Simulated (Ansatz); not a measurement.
# Run report: AlN2H5, geometry relaxation

The run: geometry relaxation of AlN2H5. Method and program: UKS B3LYP-D4/def2-SVP (Ansatz 0.2.0).

It belongs to a series of runs on one base structure; here: end point A relaxed. Figures and captions count atoms from 1; the log counts them from 0 in places.

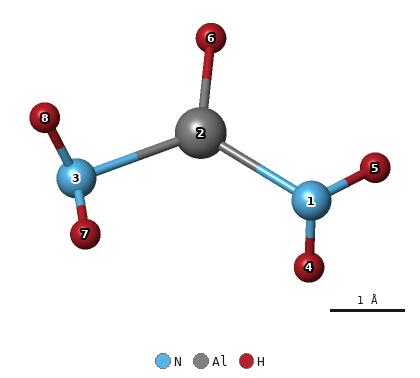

Figure 1. The structure as given in the input (ball-and-stick view, seen at a tilt; atoms are numbered from 1 in the order of the input). Sticks mark near contacts.

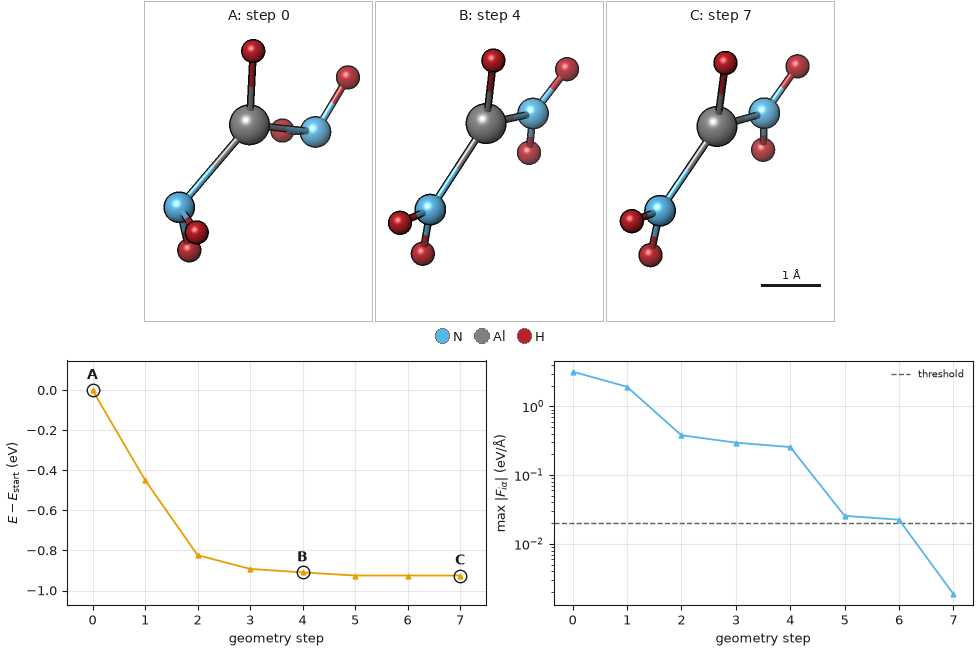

Figure 2. Frames of the relaxation (ball-and-stick view, seen at a tilt) above the curves, on which the letters mark them (the first geometry is step 0 here and step 1 in the log).

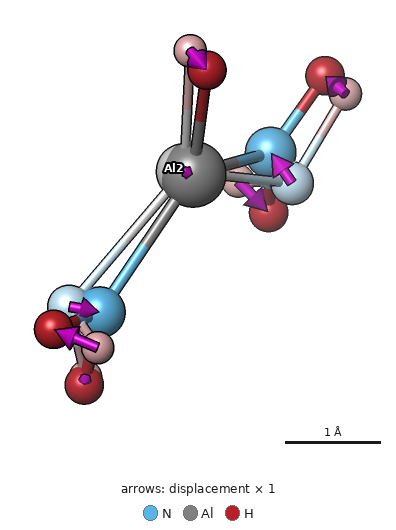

Figure 3. Start (faint) and end (solid) with the displacements as pink arrows, at true length (ball-and-stick view, seen at a tilt). The two geometries are laid on each other by the best rigid fit. The energy falls by 0.925 eV in 7 geometry steps. The largest force component goes from 3.2 to 0.0019 eV/Å. The largest move after the best rigid fit is that of H8, 0.51 Å. Largest moves by element: H 0.51 Å, N 0.40 Å, Al 0.11 Å. Among the contacts that change: Al2–N3 1.894 → 1.778 Å, N3–H8 1.116 → 1.015 Å, N1–Al2 1.872 → 1.778 Å, N1–H5 1.096 → 1.015 Å. Among the angles that change: Al2–N1–H4 107.4° → 126.8°, Al2–N3–H8 105.4° → 123.7°, Al2–N3–H7 109.2° → 126.8°. (Atoms are counted from 1 in the order of the input.)

The input that produced these results follows, with the program's output.

## The input
```yaml
crystal:
  periodic: [false, false, false]
  atoms:
    - { symbol: "N", position_ang: [-0.7554, 0.5054, -1.2975] }
    - { symbol: Al, position_ang: [0.1521, 0.4511, 0.3392] }
    - { symbol: "N", position_ang: [0.6553, -1.2421, 1.0228] }
    - { symbol: H, position_ang: [-1.6346, 0.0609, -1.1652] }
    - { symbol: H, position_ang: [-1.0312, 1.5497, -1.4848] }
    - { symbol: H, position_ang: [0.5117, 1.8072, 1.1349] }
    - { symbol: H, position_ang: [0.4235, -1.96, 0.341] }
    - { symbol: H, position_ang: [1.7707, -1.2293, 1.0539] }
magnetization:
  spin_polarized: true
basis:
  gaussian: { orbitals: def2-SVP }
hamiltonian:
  xc: b3lyp
  dispersion: d4
relax:
  f_tol: 0.02
  max_steps: 50
```

Launched with:
```bash
ansatz run input.yaml --threads 2 --pin off --max-ram 3072MiB --backend cpu --events-out ev --progress --plain --runs-dir out
```

## The program's output
```
The last accepted step is kept in [file] (removed where the run ends without a failure and the disk answers)
Engine: ansatz 0.2.0, x86_64-unknown-linux-gnu
Functional definition: B3LYP
  parameter a0 = 0.2
  parameter ax = 0.72
  parameter ac = 0.81
  exchange = (1 - a0 - ax)*slater_x + ax*b88_x + a0*exact_x
  correlation = (1 - ac)*vwn_rpa_c + ac*lyp_c
759 factors; integrals over basis functions are off by at most 3.2e-4 eV
mean field evaluation 1: about -9642.9118 eV, gradient 5.5e1 eV
mean field evaluation 2: about -9607.6884 eV, gradient 9.4e1 eV
mean field evaluation 4: about -9655.4881 eV, gradient 3.4e0 eV
mean field evaluation 8: about -9655.5519 eV, gradient 1.5e-1 eV
mean field evaluation 16: about -9655.5520 eV, gradient 8.0e-6 eV
mean field -9655.55204087 eV, -354.8349927336 hartree, gradient 8.0e-6 eV, S^2 0.000000; 0 other end points of the search recorded, 0 dependent functions left out
the calculation of the forces begins
reference -9655.55227962 eV, -354.8350015077 hartree; 16, 16 occupied and 55, 55 virtual orbitals, 759 factors
relax step   1: F+E_penalty+E_count = -9655.71965579 eV  Δ(F+E_penalty+E_count) = +0.000e0 eV  max|allowed force component| = 3.204e0 eV/Å  Δτ_max = 0.0000 Å  (27 SCF iters, accepted)
these checks for a lower state are left out or cut short: starts, cluster_reference, orbital_swaps, neighbouring_geometries, increment
759 factors; integrals over basis functions are off by at most 3.8e-4 eV
mean field -9655.99865454 eV, -354.8514054833 hartree, gradient 2.4e-5 eV, S^2 0.000000; 0 other end points of the search recorded, 0 dependent functions left out
the calculation of the forces begins
reference -9655.99889518 eV, -354.8514143267 hartree; 16, 16 occupied and 55, 55 virtual orbitals, 759 factors
relax step   2: F+E_penalty+E_count = -9656.16784151 eV  Δ(F+E_penalty+E_count) = -4.482e-1 eV  max|allowed force component| = 1.930e0 eV/Å  Δτ_max = 0.1929 Å  (28 SCF iters, accepted)
these checks for a lower state are left out or cut short: starts, cluster_reference, orbital_swaps, neighbouring_geometries, increment
759 factors; integrals over basis functions are off by at most 4.2e-4 eV
mean field -9656.37097680 eV, -354.8650880740 hartree, gradient 2.8e-5 eV, S^2 0.000000; 0 other end points of the search recorded, 0 dependent functions left out
the calculation of the forces begins
reference -9656.37121970 eV, -354.8650970003 hartree; 16, 16 occupied and 55, 55 virtual orbitals, 759 factors
relax step   3: F+E_penalty+E_count = -9656.54295548 eV  Δ(F+E_penalty+E_count) = -3.751e-1 eV  max|allowed force component| = 3.804e-1 eV/Å  Δτ_max = 0.2000 Å  (29 SCF iters, accepted)
these checks for a lower state are left out or cut short: starts, cluster_reference, orbital_swaps, neighbouring_geometries, increment
759 factors; integrals over basis functions are off by at most 4.5e-4 eV
mean field evaluation 32: about -9656.4317 eV, gradient 8.9e-3 eV
mean field -9656.43970966 eV, -354.8676139600 hartree, gradient 3.1e-5 eV, S^2 0.000000; 0 other end points of the search recorded, 0 dependent functions left out
the calculation of the forces begins
reference -9656.43995605 eV, -354.8676230147 hartree; 16, 16 occupied and 55, 55 virtual orbitals, 759 factors
relax step   4: F+E_penalty+E_count = -9656.61159847 eV  Δ(F+E_penalty+E_count) = -6.864e-2 eV  max|allowed force component| = 2.969e-1 eV/Å  Δτ_max = 0.2000 Å  (27 SCF iters, accepted)
these checks for a lower state are left out or cut short: starts, cluster_reference, orbital_swaps, neighbouring_geometries, increment
759 factors; integrals over basis functions are off by at most 4.6e-4 eV
mean field -9656.45563346 eV, -354.8681991490 hartree, gradient 2.4e-5 eV, S^2 0.000000; 0 other end points of the search recorded, 0 dependent functions left out
the calculation of the forces begins
reference -9656.45587929 eV, -354.8682081832 hartree; 16, 16 occupied and 55, 55 virtual orbitals, 759 factors
relax step   5: F+E_penalty+E_count = -9656.62927597 eV  Δ(F+E_penalty+E_count) = -1.768e-2 eV  max|allowed force component| = 2.562e-1 eV/Å  Δτ_max = 0.0726 Å  (25 SCF iters, accepted)
these checks for a lower state are left out or cut short: starts, cluster_reference, orbital_swaps, neighbouring_geometries, increment
759 factors; integrals over basis functions are off by at most 4.4e-4 eV
mean field -9656.47190365 eV, -354.8687970674 hartree, gradient 4.1e-5 eV, S^2 0.000000; 0 other end points of the search recorded, 0 dependent functions left out
the calculation of the forces begins
reference -9656.47214761 eV, -354.8688060328 hartree; 16, 16 occupied and 55, 55 virtual orbitals, 759 factors
relax step   6: F+E_penalty+E_count = -9656.64469550 eV  Δ(F+E_penalty+E_count) = -1.542e-2 eV  max|allowed force component| = 2.561e-2 eV/Å  Δτ_max = 0.0837 Å  (24 SCF iters, accepted)
these checks for a lower state are left out or cut short: starts, cluster_reference, orbital_swaps, neighbouring_geometries, increment
759 factors; integrals over basis functions are off by at most 4.4e-4 eV
mean field -9656.47235568 eV, -354.8688136791 hartree, gradient 1.2e-5 eV, S^2 0.000000; 0 other end points of the search recorded, 0 dependent functions left out
the calculation of the forces begins
reference -9656.47259959 eV, -354.8688226427 hartree; 16, 16 occupied and 55, 55 virtual orbitals, 759 factors
relax step   7: F+E_penalty+E_count = -9656.64490404 eV  Δ(F+E_penalty+E_count) = -2.085e-4 eV  max|allowed force component| = 2.245e-2 eV/Å  Δτ_max = 0.0151 Å  (23 SCF iters, accepted)
these checks for a lower state are left out or cut short: starts, cluster_reference, orbital_swaps, neighbouring_geometries, increment
759 factors; integrals over basis functions are off by at most 4.4e-4 eV
mean field -9656.47247896 eV, -354.8688182097 hartree, gradient 1.1e-5 eV, S^2 0.000000; 0 other end points of the search recorded, 0 dependent functions left out
the calculation of the forces begins
reference -9656.47272275 eV, -354.8688271689 hartree; 16, 16 occupied and 55, 55 virtual orbitals, 759 factors
relax step   8: F+E_penalty+E_count = -9656.64498392 eV  Δ(F+E_penalty+E_count) = -7.988e-5 eV  max|allowed force component| = 1.861e-3 eV/Å  Δτ_max = 0.0050 Å  (22 SCF iters, accepted)
759 factors; integrals over basis functions are off by at most 4.4e-4 eV
mean field evaluation 64: about -9656.4643 eV, gradient 1.2e-1 eV
mean field -9656.47247896 eV, -354.8688182097 hartree, gradient 1.1e-5 eV, S^2 0.000000; 1 other end points of the search recorded, 0 dependent functions left out
the calculation of the forces begins
reference -9656.47272275 eV, -354.8688271689 hartree; 16, 16 occupied and 55, 55 virtual orbitals, 759 factors
Total energy: -9656.64522771 eV, -354.8751666091 hartree
Atom 0 at    -0.983112     0.667075    -1.014871 Å, force    -0.000756     0.000307    -0.001035 eV/Å
Atom 1 at     0.235340     0.481496     0.266150 Å, force     0.000817     0.001345     0.000281 eV/Å
Atom 2 at     0.798344    -1.134308     0.748067 Å, force     0.000771    -0.001861     0.000694 eV/Å
Atom 3 at    -1.429344    -0.077540    -1.541345 Å, force     0.000201     0.000267    -0.000006 eV/Å
Atom 4 at    -1.338060     1.564874    -1.329364 Å, force    -0.000209     0.000266     0.000462 eV/Å
Atom 5 at     0.822174     1.761629     0.981210 Å, force    -0.000658    -0.001308    -0.000705 eV/Å
Atom 6 at     0.495786    -2.023229     0.362013 Å, force    -0.000064     0.000412     0.000199 eV/Å
Atom 7 at     1.490972    -1.297097     1.472439 Å, force    -0.000102     0.000572     0.000109 eV/Å
Dipole moment:    -0.109552    -0.239299    -0.133802 e Å
```

## Trajectory as extended XYZ (Å, eV, eV/Å), 8 frames, from step=1 to step=8
```
8
Properties=species:S:1:pos:R:3:forces:R:3 step=1 energy=-9655.71966
N    -0.7554    0.5054   -1.2975    0.8584   3.2035   0.9947
Al    0.1521    0.4511    0.3392    0.1201  -0.9125  -0.1928
N     0.6553   -1.2421    1.0228    2.5547   1.8783  -0.5897
H    -1.6346    0.0609   -1.1652   -1.3247  -0.8828  -0.2580
H    -1.0312    1.5497   -1.4848    0.6265  -2.2979   0.2078
H     0.5117    1.8072    1.1349    0.0162  -0.3754  -0.2078
H     0.4235   -1.9600    0.3410    0.0273  -0.3801  -0.0982
H     1.7707   -1.2293    1.0539   -2.8784  -0.2331   0.1440
8
Properties=species:S:1:pos:R:3:forces:R:3 step=2 energy=-9656.16784
N    -0.7705    0.5869   -1.2623   -1.0184   0.7187   1.0840
Al    0.1924    0.4701    0.3091   -0.0784  -0.6641  -0.2617
N     0.6353   -1.1995    0.9707    1.7873   0.7978  -0.4761
H    -1.6054   -0.0373   -1.2542    0.6955   0.3298  -0.3343
H    -1.1661    1.5515   -1.4134    0.5084  -1.0941   0.0046
H     0.6442    1.7766    1.0882    0.0498  -0.0761  -0.0777
H     0.4833   -1.9476    0.2850   -0.0146  -0.0216   0.2482
H     1.6790   -1.2579    1.2212   -1.9296   0.0098  -0.1871
8
Properties=species:S:1:pos:R:3:forces:R:3 step=3 energy=-9656.54296
N    -0.8970    0.6543   -1.1378   -0.0286  -0.3180   0.3294
Al    0.1935    0.4325    0.2480    0.2045   0.3804   0.3061
N     0.7051   -1.1544    0.8595    0.2012   0.1321  -0.1678
H    -1.5614   -0.0621   -1.4266    0.0368   0.2578  -0.2179
H    -1.2273    1.5893   -1.3451   -0.2285   0.0192  -0.2104
H     0.7596    1.6964    1.0267   -0.0203  -0.0064  -0.1270
H     0.5411   -2.0045    0.3328    0.0966  -0.2637   0.1219
H     1.5783   -1.2086    1.3868   -0.2617  -0.2014  -0.0343
8
Properties=species:S:1:pos:R:3:forces:R:3 step=4 energy=-9656.61160
N    -0.9721    0.6956   -1.0118   -0.1912  -0.0729  -0.1716
Al    0.2507    0.5195    0.2858   -0.1222  -0.1385  -0.1617
N     0.7859   -1.1298    0.7345    0.0746  -0.0807   0.0770
H    -1.3985   -0.0930   -1.4990    0.1648  -0.0440   0.1580
H    -1.4089    1.5299   -1.4042    0.2924   0.0265   0.2969
H     0.8648    1.7856    1.0259   -0.0701  -0.1393  -0.0742
H     0.5062   -2.0295    0.3484   -0.1491   0.2153  -0.1374
H     1.4641   -1.3354    1.4648    0.0009   0.2336   0.0131
8
Properties=species:S:1:pos:R:3:forces:R:3 step=5 energy=-9656.62928
N    -0.9604    0.6685   -0.9962   -0.1469   0.0663  -0.1344
Al    0.2586    0.5362    0.2956   -0.1307  -0.2562  -0.1726
N     0.7765   -1.1139    0.7255    0.1470  -0.0718   0.1555
H    -1.3735   -0.1285   -1.4747    0.0699  -0.0374   0.0652
H    -1.3816    1.5095   -1.3817    0.1267   0.0449   0.1315
H     0.8559    1.7997    1.0178    0.0193   0.0411   0.0302
H     0.4617   -1.9866    0.3103   -0.0790   0.0994  -0.0724
H     1.4548   -1.3420    1.4477   -0.0063   0.1137  -0.0029
8
Properties=species:S:1:pos:R:3:forces:R:3 step=6 energy=-9656.64470
N    -0.9802    0.6660   -1.0111   -0.0089  -0.0045  -0.0128
Al    0.2394    0.4883    0.2684   -0.0037   0.0010   0.0072
N     0.7964   -1.1301    0.7446    0.0080  -0.0184   0.0057
H    -1.4241   -0.0870   -1.5269   -0.0075  -0.0089  -0.0114
H    -1.3392    1.5573   -1.3372   -0.0051   0.0256  -0.0022
H     0.8253    1.7659    0.9857    0.0069   0.0135   0.0040
H     0.4918   -2.0140    0.3491   -0.0041  -0.0108  -0.0035
H     1.4828   -1.3034    1.4718    0.0143   0.0024   0.0128
8
Properties=species:S:1:pos:R:3:forces:R:3 step=7 energy=-9656.64490
N    -0.9824    0.6662   -1.0144    0.0001   0.0070   0.0083
Al    0.2330    0.4832    0.2703    0.0084  -0.0138  -0.0225
N     0.7971   -1.1338    0.7478    0.0000   0.0106   0.0060
H    -1.4286   -0.0795   -1.5393    0.0010  -0.0016   0.0008
H    -1.3367    1.5632   -1.3315   -0.0026   0.0028  -0.0002
H     0.8237    1.7635    0.9817   -0.0060  -0.0016   0.0042
H     0.4948   -2.0217    0.3593   -0.0021  -0.0015  -0.0003
H     1.4911   -1.2981    1.4704    0.0014  -0.0020   0.0038
8
Properties=species:S:1:pos:R:3:forces:R:3 step=8 energy=-9656.64498
N    -0.9831    0.6671   -1.0149   -0.0008   0.0003  -0.0010
Al    0.2353    0.4815    0.2661    0.0008   0.0013   0.0003
N     0.7983   -1.1343    0.7481    0.0008  -0.0019   0.0007
H    -1.4293   -0.0775   -1.5413    0.0002   0.0003   0.0000
H    -1.3381    1.5649   -1.3294   -0.0002   0.0003   0.0005
H     0.8222    1.7616    0.9812   -0.0007  -0.0013  -0.0007
H     0.4958   -2.0232    0.3620   -0.0001   0.0004   0.0002
H     1.4910   -1.2971    1.4724   -0.0001   0.0006   0.0001
```

## Summary

- outcome: converged
- total energy: −9656.6452 eV
- mean-field energy: −9656.4727 eV
- largest force (length of the vector) at the end: 0.002 eV/Å
- hardware: 2 threads of AMD EPYC (Zen 3), 16 GiB of memory available, shared host
- wall time: 17 s (CPU time 32 s)
- peak memory: 0.18 GiB
